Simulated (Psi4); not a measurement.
**wB97X/def2-SVP (core potential) run of HfCl4 (hafnium tetrachloride)**

Aim: the vertical ionisation energy of HfCl4 (hafnium tetrachloride) at wB97X/def2-SVP (core potential), from 2 runs. 

The calculation is run with Psi4 1.11.

8 further runs of the same task are left out: 7 that didn't finish, 1 set aside as unsound or not needed. Runs told in other sessions of the task aren't counted.

**1. Starting point**

HfCl4 has 5 atoms, charge 0, and is taken as a singlet. As SMILES, `[Cl][Hf]([Cl])([Cl])[Cl]`. The coordinates come from a PBE0-D4/def2-TZVP relaxation.

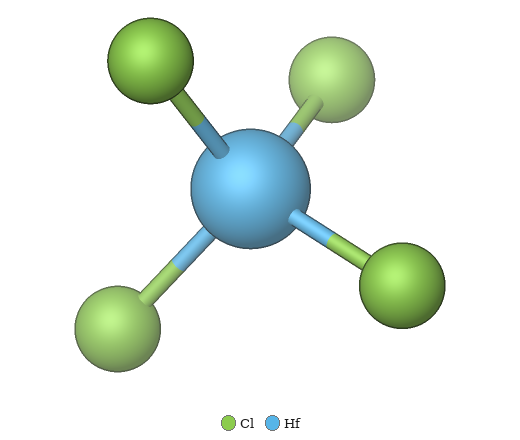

Viewed from a chosen angle; chlorine green, hafnium blue.

**2. The energy at wB97X/def2-SVP (core potential)**

The input, job.py:

```python
import psi4

psi4.set_memory(2200000000)
psi4.set_num_threads(1)
psi4.set_output_file('psi4.out', False)

m = psi4.geometry("""
0 1
Cl    -0.049920    -0.218520     2.307050
Hf     0.000120    -0.000030     0.000030
Cl     1.506260    -1.521760    -0.888040
Cl    -2.112190    -0.411630    -0.860750
Cl     0.655730     2.151940    -0.558290
symmetry c1
no_reorient
no_com
""")

psi4.set_options({
    'puream': True,
    'e_convergence': 1e-09,
    'd_convergence': 1e-08,
    'scf_type': 'pk',
    'dft_radial_points': 99,
    'dft_spherical_points': 590,
})

e, wfn = psi4.energy('wb97x/def2-SVP', return_wfn=True)
print(f'total energy {e:.8f} hartree = {e * 27.211386:.5f} eV')
```

Command:

```
$ python job.py
```

psi4.out, cut to the lines that bear on the results:

```text
[...]
    !!!  WARNING: ECP capability is in beta. Please check occupations closely.  !!!
[...]
  Running in c1 symmetry.
[...]
  Nuclear repulsion =  428.719924123806152
[...]
  Multiplicity = 1
[...]
  Nalpha       = 40
  Nbeta        = 40
[...]
    Number of basis functions: 104
[...]
   @RKS iter   1: -1888.44774735321766   -4.38289e-01   4.32964e-03 DIIS/ADIIS
[...]
   @RKS iter  11: -1888.57975971369160   -1.45519e-11   9.25324e-09 DIIS
[...]
    Orbital Energies [Eh]
    ---------------------
    Doubly Occupied:
       1A   -101.492261     2A   -101.492224     3A   -101.492220
       4A   -101.492213     5A     -9.566370     6A     -9.566352
       7A     -9.566348     8A     -9.566340     9A     -7.329470
      10A     -7.329454    11A     -7.329452    12A     -7.329440
      13A     -7.326860    14A     -7.326859    15A     -7.326844
      16A     -7.326842    17A     -7.326838    18A     -7.326827
      19A     -7.326823    20A     -7.326822    21A     -2.699711
      22A     -1.536684    23A     -1.536681    24A     -1.536679
      25A     -0.966195    26A     -0.950211    27A     -0.950204
      28A     -0.950199    29A     -0.526582    30A     -0.503786
      31A     -0.503780    32A     -0.503776    33A     -0.490861
      34A     -0.490861    35A     -0.469412    36A     -0.469408
[...]
  @RKS Final Energy: -1888.57975971369160
   => Energetics <=
    Nuclear Repulsion Energy =            428.7199241238061518
    One-Electron Energy =               -3475.3545579455353618
    Two-Electron Energy =                1248.1286195014090481
    DFT Exchange-Correlation Energy =     -90.0737453933715386
    Empirical Dispersion Energy =           0.0000000000000000
    VV10 Nonlocal Energy =                  0.0000000000000000
    Total Energy =                      -1888.5797597136916011
[...]
 Multipole Moments:
 ------------------------------------------------------------------------------------
     Multipole            Electronic (a.u.)      Nuclear  (a.u.)        Total (a.u.)
 ------------------------------------------------------------------------------------
 L = 1.  Multiply by 2.5417464519 to convert [e a0] to [Debye]
 Dipole X            :          0.0012366           -0.0011338            0.0001027
 Dipole Y            :         -0.0003044            0.0002835           -0.0000209
 Dipole Z            :          0.0003252           -0.0002835            0.0000418
 Magnitude           :                                                    0.0001129
[...]
```

The script printed:

```text
total energy -1888.57975971 hartree = -51390.87283 eV
```

It took 16 s on 1 thread of Intel Xeon Platinum 8488C (Sapphire Rapids), shared host; peak memory 1.1 GiB.

**3. The doublet cation: energy and forces at U-wB97X/def2-SVP (core potential)**

The input, cl4hf.xyz:

```xyz
5
Cl4Hf
Cl    -0.049920    -0.218520     2.307050
Hf     0.000120    -0.000030     0.000030
Cl     1.506260    -1.521760    -0.888040
Cl    -2.112190    -0.411630    -0.860750
Cl     0.655730     2.151940    -0.558290
```

The input, job.py:

```python
import psi4

psi4.set_memory(2200000000)
psi4.set_num_threads(1)
psi4.set_output_file('run.log', False)

with open('cl4hf.xyz') as f:
    atoms = ''.join(f.readlines()[2:])
geom = psi4.geometry('1 2\n' + atoms + 'symmetry c1')

psi4.set_options({
    'basis': 'def2-SVP',
    'reference': 'uks',
    'puream': True,
    'e_convergence': 1e-09,
    'd_convergence': 1e-08,
    'scf_type': 'pk',
    'dft_radial_points': 99,
    'dft_spherical_points': 590,
    'maxiter': 100,
})

E, wfn = psi4.gradient('wb97x', molecule=geom, return_wfn=True)
psi4.oeprop(wfn, 'MULLIKEN_CHARGES', 'DIPOLE', 'WIBERG_LOWDIN_INDICES')
print('gradient / Eh bohr^-1')
print(E.np.round(6))
print(f'energy = {wfn.energy():.10f} Eh')
```

Command:

```
$ python job.py
```

run.log, cut to the lines that bear on the results:

```text
[...]
    !!!  WARNING: ECP capability is in beta. Please check occupations closely.  !!!
[...]
  Running in c1 symmetry.
[...]
  Nuclear repulsion =  428.719924123806209
[...]
  Multiplicity = 2
[...]
  Nalpha       = 40
  Nbeta        = 39
[...]
    Number of basis functions: 104
[...]
   @UKS iter   1: -1887.99510362361275    2.54987e-02   3.95671e-03 DIIS/ADIIS
[...]
   @UKS iter  67: -1888.12776233203681   -2.78533e-10   9.69215e-09 DIIS
[...]
   @S^2 Observed:                7.719402207E-01
[...]
  @UKS Final Energy: -1888.12776233203681
   => Energetics <=
    Nuclear Repulsion Energy =            428.7199241238062086
    One-Electron Energy =               -3458.5243150676669757
    Two-Electron Energy =                1231.5501491256782174
    DFT Exchange-Correlation Energy =     -89.8735205138544160
    Empirical Dispersion Energy =           0.0000000000000000
    VV10 Nonlocal Energy =                  0.0000000000000000
    Total Energy =                      -1888.1277623320368093
  UHF NO Occupations:
  HONO-2 :   38  A 1.9947663
  HONO-1 :   39  A 1.9947631
[...]
  -Total Gradient:
     Atom            X                  Y                   Z
    ------   -----------------  -----------------  -----------------
       1       -0.003018748132     0.000474526309    -0.013126142063
       2        0.033088469943     0.006447316868     0.013481275137
       3       -0.011007099309     0.007184317482     0.003233148168
       4       -0.013887635762    -0.002708019159    -0.005648839297
       5       -0.006625886849    -0.011652985225     0.001527927586
[...]
 Multipole Moments:
 ------------------------------------------------------------------------------------
     Multipole            Electronic (a.u.)      Nuclear  (a.u.)        Total (a.u.)
 ------------------------------------------------------------------------------------
 L = 1.  Multiply by 2.5417464519 to convert [e a0] to [Debye]
 Dipole X            :          0.7310269           -0.0093575            0.7216695
 Dipole Y            :          0.1379826            0.0023394            0.1403219
 Dipole Z            :          0.2961773           -0.0023394            0.2938379
 Magnitude           :                                                    0.7917309
[...]
```

Standard output:

```text
gradient / Eh bohr^-1
[[-0.003019  0.000475 -0.013126]
 [ 0.033088  0.006447  0.013481]
 [-0.011007  0.007184  0.003233]
 [-0.013888 -0.002708 -0.005649]
 [-0.006626 -0.011653  0.001528]]
energy = -1888.1277623320 Eh
```

Wall time 96 s (1 thread of Intel Xeon Platinum 8488C (Sapphire Rapids), shared host); peak memory 1.1 GiB.

**4. What came out**

Level: wB97X/def2-SVP (core potential).

| quantity | value |
| --- | --- |
| singlet HfCl4: total energy | -1888.57976 Eh |
| singlet HfCl4: dipole moment | 0.00 D |
| singlet HfCl4: HOMO energy | -12.12 eV |
| singlet HfCl4: LUMO energy | -0.05 eV |
| singlet HfCl4: HOMO–LUMO gap | 12.08 eV |
| doublet cation: total energy | -1888.12776 Eh |
| doublet cation: HOMO energy (highest over α and β) | -16.91 eV |
| doublet cation: LUMO energy (lowest over α and β) | -12.46 eV |
| doublet cation: ⟨S²⟩ | 0.772 |
| doublet cation: largest force on an atom | 1.867 eV/Å |
| vertical ionisation energy (to the doublet cation) | 12.299 eV |

In words: Removing an electron at fixed nuclei costs 12.30 eV (1187 kJ/mol). −ε(HOMO) before ionisation, 12.12 eV, is 0.18 eV below this ionisation energy.
